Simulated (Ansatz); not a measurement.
# Run report: CH$_{3}$Cl$_{3}$NTa, geometry relaxation (part 1 of 2)

System: CH$_{3}$Cl$_{3}$NTa, SMILES C[N]=[Ta]([Cl])([Cl])[Cl].
Method: RKS PBE0-D4/def2-TZVP (Ansatz 0.2.0).

The geometry: PBE-D4/def2-SVP start. Figures and captions count atoms from 1; the log counts them from 0 in places.

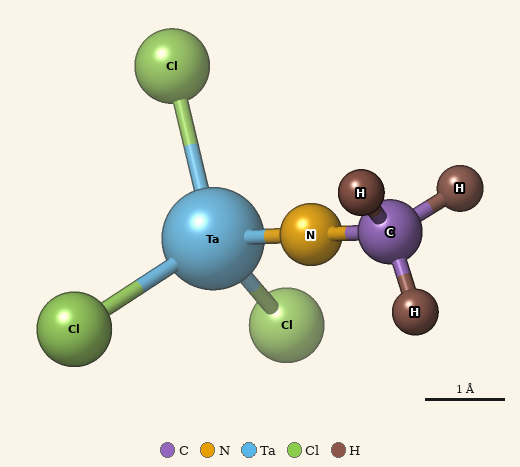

**Figure 1.** The structure as given in the input (ball-and-stick view, seen at a tilt). Sticks mark near contacts. Bond lengths as drawn: Cl–Ta 2.32 Å, C–H 1.11 Å, C–N 1.42 Å and N–Ta 1.77 Å.

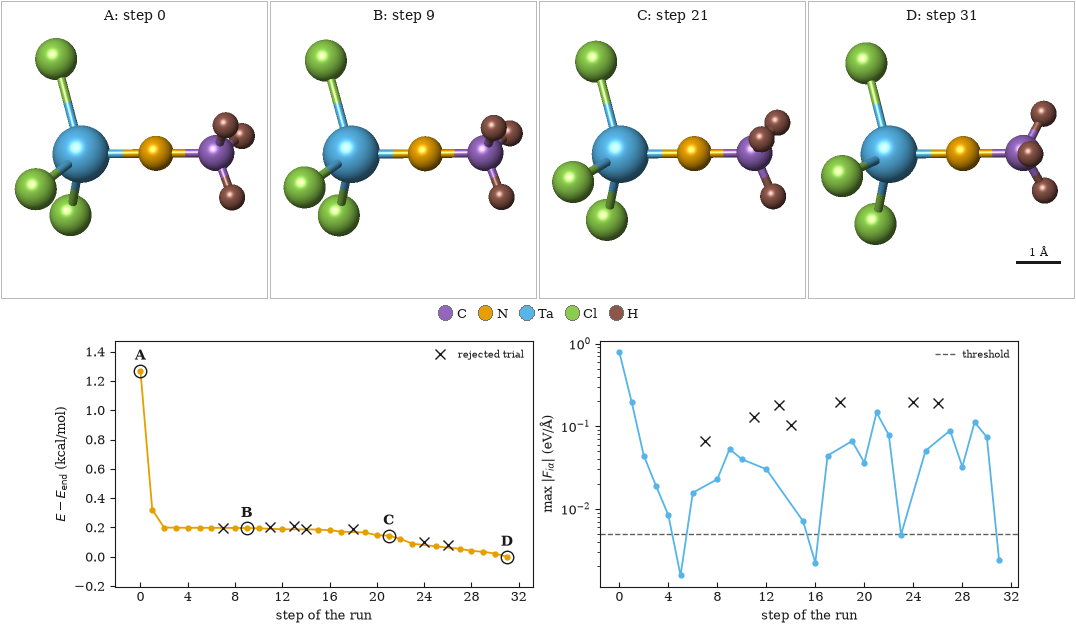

**Figure 2.** Frames of the relaxation (ball-and-stick view, seen at a tilt) above the curves, on which the letters mark them (the first geometry is step 0 here and step 1 in the log).

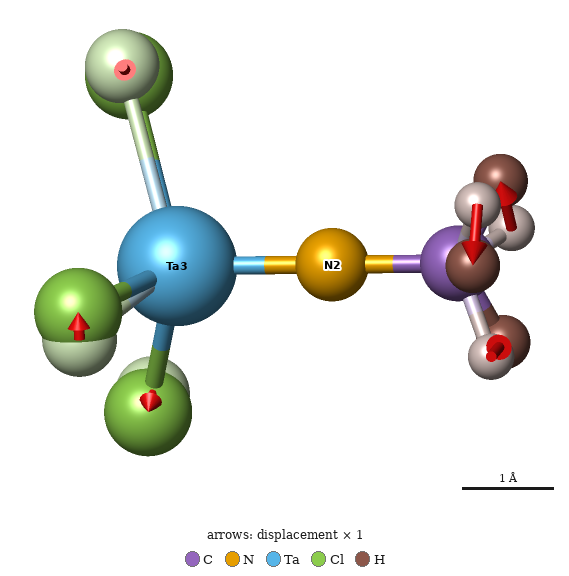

**Figure 3.** Start (faint) and end (solid) with the displacements as red arrows, at true length (ball-and-stick view, seen at a tilt). The two geometries are laid on each other by the best rigid fit. The largest moves after the best rigid fit, 0.70 Å, are those of H7, H8 and H9. By element the largest moves are H 0.70 Å, Cl 0.31 Å, Ta 0.03 Å, N 0.01 Å. C stays in place. Distances before and after: Ta3–Cl4 2.318 → 2.296 Å, N2–Ta3 1.766 → 1.745 Å, C1–H7 1.112 → 1.095 Å, C1–N2 1.422 → 1.416 Å. Over 31 geometry steps the energy falls by 1.27 kcal/mol. Largest force component: 0.79 eV/Å at the start, 0.0024 eV/Å at the end. The line search rejected the trial steps at points 7, 11, 13, 14, 18, 24, 26 (counted from 0) and went back. (Atoms are counted from 1 in the order of the input.)

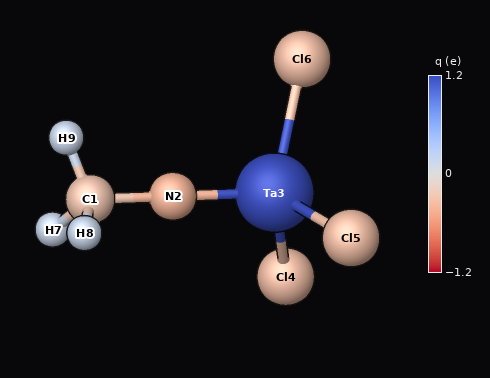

**Figure 4.** Mulliken charges, as the colour of each atom (ball-and-stick view, seen at a tilt; atoms are numbered from 1 in the order of the input; Mulliken charges depend strongly on the basis). By element: C −0.25, N −0.40, Ta +1.17, Cl −0.32 and H +0.14 e.

These pictures come from the run below.

**Input**
```yaml
crystal:
  periodic: [false, false, false]
  atoms:
    - {symbol: C, position_ang: [0.269029, -1.313006, 0.977480]}
    - {symbol: N, position_ang: [0.050818, -0.189234, 0.134199]}
    - {symbol: Ta, position_ang: [-0.228704, 1.207205, -0.910416]}
    - {symbol: Cl, position_ang: [-1.936289, 0.591270, -2.352505]}
    - {symbol: Cl, position_ang: [1.775293, 1.598287, -2.009290]}
    - {symbol: Cl, position_ang: [-0.832032, 2.946333, 0.498966]}
    - {symbol: H, position_ang: [-0.656315, -1.580334, 1.533778]}
    - {symbol: H, position_ang: [0.579977, -2.202505, 0.386489]}
    - {symbol: H, position_ang: [1.066723, -1.104315, 1.723999]}
basis:
  gaussian: {orbitals: def2-TZVP}
hamiltonian: {xc: pbe0, dispersion: d4}
relax: {f_tol: 0.005, max_steps: 150}
```

Command:
```bash
ansatz run in.yaml --threads 4 --pin off --events-out ev --progress --plain --max-ram 11315MiB
```

**The program's output**
```
Functional definition: PBE0
  name "PBE0"
  cite "Adamo & Barone, J. Chem. Phys. 110, 6158 (1999) doi:10.1063/1.478522"
  cite "Perdew, Burke & Ernzerhof, Phys. Rev. Lett. 77, 3865 (1996) doi:10.1103/PhysRevLett.77.3865"
  parent pbe
  parameter a = 0.25
  parameter kappa = 0.804
  parameter beta = 0.06672455060314922
  exchange = (1 - a)*pbe_x(kappa = kappa, mu = beta*pi^2/3) + a*exact_x
  correlation = pbe_c(beta = beta)
1679 factors; their error is unknown
mean field evaluation 1: about -41675.5742 eV, gradient 7.8e1 eV
mean field evaluation 2: about -41554.3838 eV, gradient 2.3e2 eV
mean field evaluation 4: about -41688.0341 eV, gradient 1.7e1 eV
mean field evaluation 8: about -41688.7283 eV, gradient 1.9e-1 eV
mean field evaluation 16: about -41688.8439 eV, gradient 2.5e-3 eV
mean field -41688.84389788 eV, -1532.0367555336 hartree, gradient 2.5e-5 eV, S^2 0.000000; 0 other end points of the search recorded, 0 dependent functions left out
the calculation of the forces begins
reference -41688.84393361 eV, -1532.0367568467 hartree; 40, 40 occupied and 191, 191 virtual orbitals, 1679 factors
relax step   1: F+E_penalty+E_count = -41689.10271162 eV  Δ(F+E_penalty+E_count) = +0.000e0 eV  max|allowed force component| = 7.909e-1 eV/Å  Δτ_max = 0.0000 Å  (32 SCF iters, accepted)
these checks for a lower state are left out or cut short: starts, cluster_reference, orbital_swaps, neighbouring_geometries, increment
1679 factors; their error is unknown
mean field -41688.88107618 eV, -1532.0381218110 hartree, gradient 1.2e-5 eV, S^2 0.000000; 0 other end points of the search recorded, 0 dependent functions left out
[... from here on the field's lines of each further geometry are left out, up to the last ...]
relax step   2: F+E_penalty+E_count = -41689.14386488 eV  Δ(F+E_penalty+E_count) = -4.115e-2 eV  max|allowed force component| = 1.990e-1 eV/Å  Δτ_max = 0.0450 Å  (34 SCF iters, accepted)
relax step   3: F+E_penalty+E_count = -41689.14911097 eV  Δ(F+E_penalty+E_count) = -5.246e-3 eV  max|allowed force component| = 4.406e-2 eV/Å  Δτ_max = 0.0118 Å  (36 SCF iters, accepted)
relax step   4: F+E_penalty+E_count = -41689.14917115 eV  Δ(F+E_penalty+E_count) = -6.017e-5 eV  max|allowed force component| = 1.890e-2 eV/Å  Δτ_max = 0.0023 Å  (37 SCF iters, accepted)
relax step   5: F+E_penalty+E_count = -41689.14918920 eV  Δ(F+E_penalty+E_count) = -1.805e-5 eV  max|allowed force component| = 8.407e-3 eV/Å  Δτ_max = 0.0040 Å  (37 SCF iters, accepted)
relax step   6: F+E_penalty+E_count = -41689.14919596 eV  Δ(F+E_penalty+E_count) = -6.757e-6 eV  max|allowed force component| = 1.559e-3 eV/Å  Δτ_max = 0.0037 Å  (37 SCF iters, accepted)
relax step   7: F+E_penalty+E_count = -41689.14920621 eV  Δ(F+E_penalty+E_count) = -1.025e-5 eV  max|allowed force component| = 1.566e-2 eV/Å  Δτ_max = 0.0126 Å  (36 SCF iters, accepted)
relax step   8: F+E_penalty+E_count = -41689.14918256 eV  Δ(F+E_penalty+E_count) = +2.365e-5 eV  max|allowed force component| = 6.571e-2 eV/Å  Δτ_max = 0.0426 Å  (34 SCF iters, rejected (line search))
relax step   9: F+E_penalty+E_count = -41689.14924384 eV  Δ(F+E_penalty+E_count) = -3.764e-5 eV  max|allowed force component| = 2.281e-2 eV/Å  Δτ_max = 0.0206 Å  (36 SCF iters, accepted)
relax step  10: F+E_penalty+E_count = -41689.14927608 eV  Δ(F+E_penalty+E_count) = -3.224e-5 eV  max|allowed force component| = 5.286e-2 eV/Å  Δτ_max = 0.0295 Å  (35 SCF iters, accepted)
relax step  11: F+E_penalty+E_count = -41689.14935154 eV  Δ(F+E_penalty+E_count) = -7.546e-5 eV  max|allowed force component| = 3.985e-2 eV/Å  Δτ_max = 0.0134 Å  (36 SCF iters, accepted)
relax step  12: F+E_penalty+E_count = -41689.14892092 eV  Δ(F+E_penalty+E_count) = +4.306e-4 eV  max|allowed force component| = 1.309e-1 eV/Å  Δτ_max = 0.0811 Å  (33 SCF iters, rejected (line search))
relax step  13: F+E_penalty+E_count = -41689.14962602 eV  Δ(F+E_penalty+E_count) = -2.745e-4 eV  max|allowed force component| = 3.016e-2 eV/Å  Δτ_max = 0.0396 Å  (35 SCF iters, accepted)
relax step  14: F+E_penalty+E_count = -41689.14854436 eV  Δ(F+E_penalty+E_count) = +1.082e-3 eV  max|allowed force component| = 1.819e-1 eV/Å  Δτ_max = 0.0985 Å  (34 SCF iters, rejected (line search))
relax step  15: F+E_penalty+E_count = -41689.14949990 eV  Δ(F+E_penalty+E_count) = +1.261e-4 eV  max|allowed force component| = 1.044e-1 eV/Å  Δτ_max = 0.0034 Å  (37 SCF iters, rejected (line search))
relax step  16: F+E_penalty+E_count = -41689.14970216 eV  Δ(F+E_penalty+E_count) = -7.614e-5 eV  max|allowed force component| = 7.078e-3 eV/Å  Δτ_max = 0.0016 Å  (37 SCF iters, accepted)
relax step  17: F+E_penalty+E_count = -41689.14991564 eV  Δ(F+E_penalty+E_count) = -2.135e-4 eV  max|allowed force component| = 2.216e-3 eV/Å  Δτ_max = 0.0249 Å  (36 SCF iters, accepted)
relax step  18: F+E_penalty+E_count = -41689.15034231 eV  Δ(F+E_penalty+E_count) = -4.267e-4 eV  max|allowed force component| = 4.404e-2 eV/Å  Δτ_max = 0.0570 Å  (34 SCF iters, accepted)
relax step  19: F+E_penalty+E_count = -41689.14942365 eV  Δ(F+E_penalty+E_count) = +9.187e-4 eV  max|allowed force component| = 1.967e-1 eV/Å  Δτ_max = 0.0943 Å  (34 SCF iters, rejected (line search))
relax step  20: F+E_penalty+E_count = -41689.15058827 eV  Δ(F+E_penalty+E_count) = -2.460e-4 eV  max|allowed force component| = 6.615e-2 eV/Å  Δτ_max = 0.0248 Å  (35 SCF iters, accepted)
relax step  21: F+E_penalty+E_count = -41689.15141396 eV  Δ(F+E_penalty+E_count) = -8.257e-4 eV  max|allowed force component| = 3.630e-2 eV/Å  Δτ_max = 0.0556 Å  (34 SCF iters, accepted)
relax step  22: F+E_penalty+E_count = -41689.15150205 eV  Δ(F+E_penalty+E_count) = -8.808e-5 eV  max|allowed force component| = 1.468e-1 eV/Å  Δτ_max = 0.0826 Å  (33 SCF iters, accepted)
relax step  23: F+E_penalty+E_count = -41689.15248819 eV  Δ(F+E_penalty+E_count) = -9.861e-4 eV  max|allowed force component| = 7.800e-2 eV/Å  Δτ_max = 0.0235 Å  (35 SCF iters, accepted)
relax step  24: F+E_penalty+E_count = -41689.15389177 eV  Δ(F+E_penalty+E_count) = -1.404e-3 eV  max|allowed force component| = 4.865e-3 eV/Å  Δτ_max = 0.0484 Å  (34 SCF iters, accepted)
relax step  25: F+E_penalty+E_count = -41689.15343906 eV  Δ(F+E_penalty+E_count) = +4.527e-4 eV  max|allowed force component| = 1.981e-1 eV/Å  Δτ_max = 0.1223 Å  (34 SCF iters, rejected (line search))
relax step  26: F+E_penalty+E_count = -41689.15469948 eV  Δ(F+E_penalty+E_count) = -8.077e-4 eV  max|allowed force component| = 5.055e-2 eV/Å  Δτ_max = 0.0597 Å  (34 SCF iters, accepted)
relax step  27: F+E_penalty+E_count = -41689.15420868 eV  Δ(F+E_penalty+E_count) = +4.908e-4 eV  max|allowed force component| = 1.896e-1 eV/Å  Δτ_max = 0.0979 Å  (34 SCF iters, rejected (line search))
relax step  28: F+E_penalty+E_count = -41689.15539657 eV  Δ(F+E_penalty+E_count) = -6.971e-4 eV  max|allowed force component| = 8.868e-2 eV/Å  Δτ_max = 0.0489 Å  (35 SCF iters, accepted)
relax step  29: F+E_penalty+E_count = -41689.15602460 eV  Δ(F+E_penalty+E_count) = -6.280e-4 eV  max|allowed force component| = 3.228e-2 eV/Å  Δτ_max = 0.0488 Å  (35 SCF iters, accepted)
relax step  30: F+E_penalty+E_count = -41689.15629727 eV  Δ(F+E_penalty+E_count) = -2.727e-4 eV  max|allowed force component| = 1.119e-1 eV/Å  Δτ_max = 0.0742 Å  (33 SCF iters, accepted)
relax step  31: F+E_penalty+E_count = -41689.15680696 eV  Δ(F+E_penalty+E_count) = -5.097e-4 eV  max|allowed force component| = 7.392e-2 eV/Å  Δτ_max = 0.0281 Å  (35 SCF iters, accepted)
the calculation of the forces begins
reference -41688.89584734 eV, -1532.0386646414 hartree; 40, 40 occupied and 191, 191 virtual orbitals, 1679 factors
```
